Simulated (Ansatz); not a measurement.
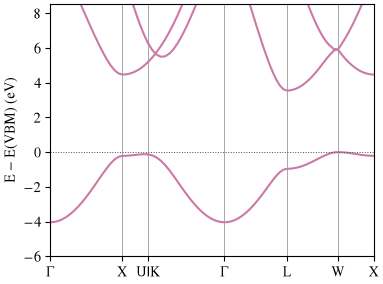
Fig. 1. Band structure from the program Ansatz at the LDA level (PAW)

**Question.** Read off the gap and where the band edges lie.

**Answer.** About 3.5 eV (3.55 eV by a search for the band edges); maximum at W, minimum at L.

The material is NaH (rock salt, Fm-3m).

The cell was relaxed with LDA under the symmetry of its start; phonons on a q-mesh show no instability.

Potentials: the later of the program's two PAW sets.
